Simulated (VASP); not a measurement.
Band structure of Ga (alpha). Calculation: PBEsol GGA, VASP's PBE PAW potentials (set 64) (plane waves; VASP).

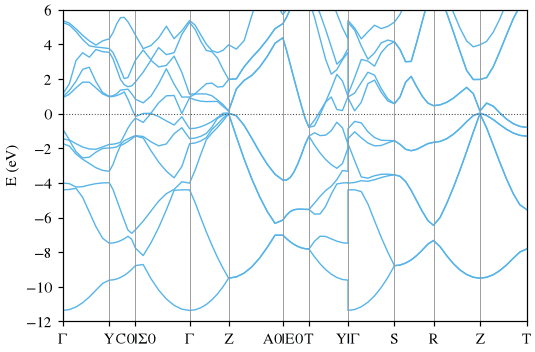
*Bands along high-symmetry lines, zero at the valence-band maximum or, without a gap, the Fermi level*

Problem. Read the plot: is there a gap, and where are the band edges?

Solution. It has no gap at this level: it comes out as a metal or semimetal. (Edges off the drawn lines would not show.)

The compound is Ga in the alpha structure. It was relaxed first.
